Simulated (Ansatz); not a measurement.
A series of calculations on BH3SCl2

Part 1: Relaxation

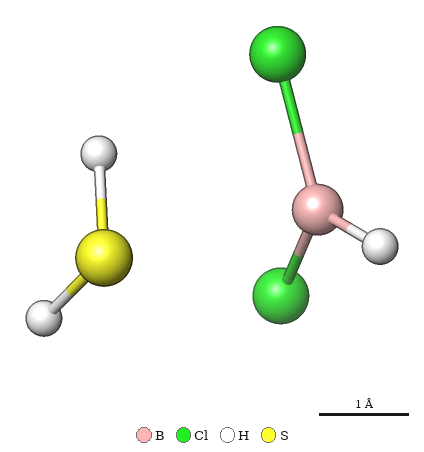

BH₃SCl₂, before the relaxation. Style: ball-and-stick. Shown at a tilt.

The run prepares an end point of a later path (reaction) calculation, from a guessed geometry.

All numbers below come from RKS PBE0-D4/6-31G* (Ansatz 0.2.0).

Input file:
```yaml
crystal:
  periodic: [false, false, false]
  atoms:
    - { symbol: B, position_ang: [0.006246, 0.299627, 0.037322] }
    - { symbol: Cl, position_ang: [-0.062917, 0.595449, 1.832852] }
    - { symbol: H, position_ang: [1.063102, 0.204073, -0.492719] }
    - { symbol: Cl, position_ang: [-1.456026, 0.393952, -0.894629] }
    - { symbol: S, position_ang: [0.094472, -2.727832, 0.621542] }
    - { symbol: H, position_ang: [-1.122524, -2.971462, 0.110366] }
    - { symbol: H, position_ang: [-0.396553, -1.953806, 1.647965] }
basis:
  gaussian: { orbitals: "6-31G*" }
hamiltonian:
  xc: pbe0
  dispersion: d4
relax:
  f_tol: 0.03
  max_steps: 50
output:
  orbitals: {}
```

Run as
```bash
ansatz run input.yaml --threads 1 --pin off --max-ram 2048MiB --backend cpu --events-out ev --progress --plain --runs-dir out
```

Q: What does the optimiser find from here?

A: The atom that moves furthest after the best rigid fit is H6 (0.75 Å). By element the largest moves are H 0.75 Å, S 0.64 Å, Cl 0.46 Å, B 0.42 Å. Among the contacts that change: B1–S5 3.085 → 2.118 Å, Cl4–S5 3.801 → 3.151 Å, Cl2–S5 3.541 → 3.064 Å, B1–Cl4 1.737 → 1.813 Å. New bonds form, among them: B1–S5 (3.08 → 2.12 Å). Bond angles that change, for instance: H3–B1–Cl4 121.0° → 114.7°, Cl2–B1–H3 119.2° → 115.2°, Cl2–B1–Cl4 119.2° → 115.8°. Over 14 accepted moves (16 points after the start) the energy falls by 5.51 kcal/mol. Largest force component: 1.1 eV/Å at the start, 0.023 eV/Å at the end. The line search rejected the trial steps at points 3, 9 of the run.

The structure at the end:

```xyz
7

B     0.0180   -0.0946    0.1818
Cl    0.3385    0.7928    1.7315
H     0.9252   -0.1026   -0.5970
Cl   -1.6142    0.1771   -0.5583
S     0.0566   -2.1158    0.8121
H    -0.5231   -2.7103   -0.2486
H    -1.0751   -2.1066    1.5412
```

The end point in the same view:

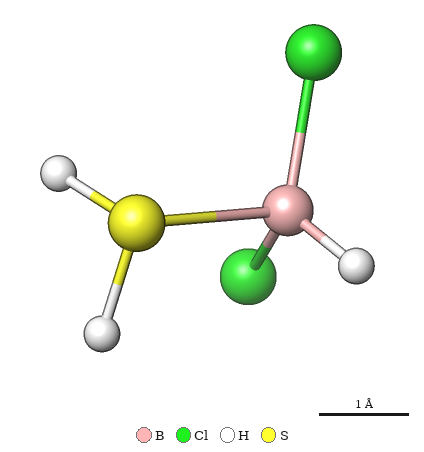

Limits of the set-up: the start holds two separate molecules, 2.6 Å apart at their closest, whose relative position is a soft coordinate.

Part 2: Relaxation

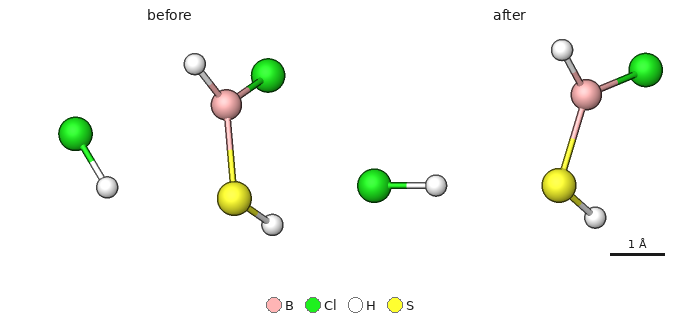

The structure of BH₃SCl₂ before (left) and after (right) a relaxation, at one scale.

A ball-and-stick model, seen face on.

The run prepares an end point of a later path (reaction) calculation, from a guessed geometry.

Level of theory: Ansatz 0.2.0, RKS PBE0-D4/6-31G*. Set-up: no spin polarisation; force threshold 0.03 eV/Å; at most 50 steps.

What changed between the two?

Answer. After 19 accepted moves (20 points after the start) the energy has fallen by 0.128 eV. The largest force component goes from 1.1 to 0.025 eV/Å. The line search rejected the trial step at point 15 of the run. The atom that moves furthest after the best rigid fit is a Cl atom (1.24 Å). Largest moves by element: Cl 1.24 Å, H 0.59 Å, S 0.43 Å, B 0.43 Å. Near-neighbour distances that change, for instance: B–S 1.857 → 1.793 Å, Cl–H 1.332 → 1.294 Å, B–Cl 1.739 → 1.744 Å.

Limits of the set-up: the start holds two separate molecules, 2.6 Å apart at their closest, whose relative position is a soft coordinate.

Part 3: Path

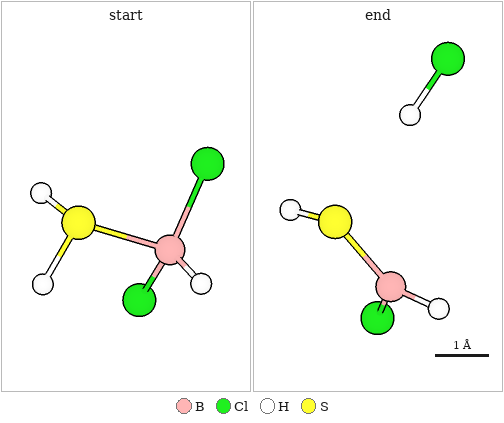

The two relaxed end points of a path for BH$_{3}$SCl$_{2}$. A ball-and-stick model, seen at a tilt.

Method: RKS PBE0-D4/6-31G* in Ansatz 0.2.0.

Settings: 7 movable images; climbing image; force threshold 0.05 eV/Å; iteration limit 60.

Start:
```xyz
7

B    -0.0038   -0.0889    0.1752
Cl    0.3333    0.8060    1.7171
H     0.8852   -0.0782   -0.6241
Cl   -1.6580    0.1480   -0.5274
S     0.0917   -2.1085    0.8047
H    -0.4996   -2.7157   -0.2424
H    -1.0230   -2.1227    1.5595
```

End:
```xyz
7

B    -0.0924   -0.5192   -0.8559
Cl   -0.1011   -0.3645    3.6117
H     0.8469    0.1977   -0.9907
Cl   -1.5835   -0.1542   -1.6831
S     0.1233   -1.9467    0.2070
H    -1.1209   -2.4579    0.1230
H     0.0535   -0.9151    2.4506
```

> Predict the minimum-energy path and its barrier.

The highest point, image 4, lies 96.5 kJ/mol above the start and 72.3 kJ/mol above the end; the end is at +24.1 kJ/mol relative to the start. Breaking: B1–Cl2 (1.81 → 2.16 at the top → 4.47 Å), S5–H7 (1.35 → 1.71 at the top → 2.47 Å). Forming: Cl2–H7 (3.23 → 1.51 at the top → 1.29 Å). The band converged in 14 iterations, with a climbing image at the top. At the top, the vibrational analysis gives one imaginary mode (849i cm⁻¹), as a transition state must have.

Energies of the converged images:

```
image  path (Å)  E (kJ/mol)
    0      0.00         0.0
    1      0.68         3.7
    2      1.36         6.8
    3      2.04        23.6
    4      2.72        96.5
    5      3.38        44.0
    6      4.05        26.3
    7      4.72        24.7
    8      5.38        24.1
```

The geometry at the top of the path:

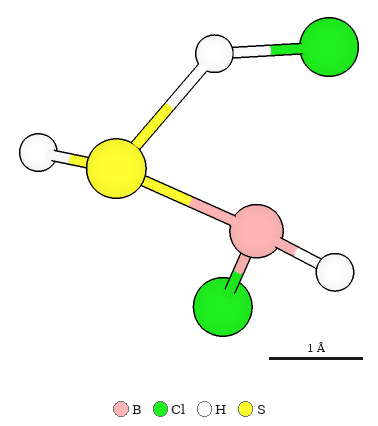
